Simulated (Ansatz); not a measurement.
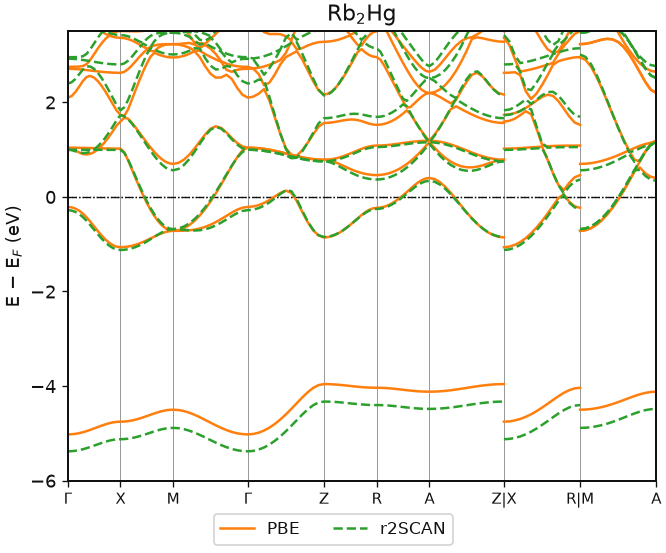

Band structures of Rb2Hg, space group P4/mmm, 3 atoms in the cell, by two methods on the same cell. Each is counted from its own Fermi level.

**How do the methods compare?**

Both give a metal. The 4 bands that come within 1 eV of the Fermi level differ by 0.06 eV on average and by 0.30 eV at most (between Γ and Z).

Settings. PBE: DFT PBE, scalar-relativistic, plane waves, PAW, no spin polarisation, 8×8×10 k mesh, 420 eV cutoff, Gaussian smearing of 0.1 eV (Ansatz). r2SCAN: DFT r2SCAN, scalar-relativistic, plane waves, PAW, no spin polarisation, 8×8×10 k mesh, 500 eV cutoff, Gaussian smearing of 0.1 eV (Ansatz 0.2.0).

The structure is an invented one, so it need not be a known or stable phase. Spin-orbit coupling is left out, which matters for Hg.
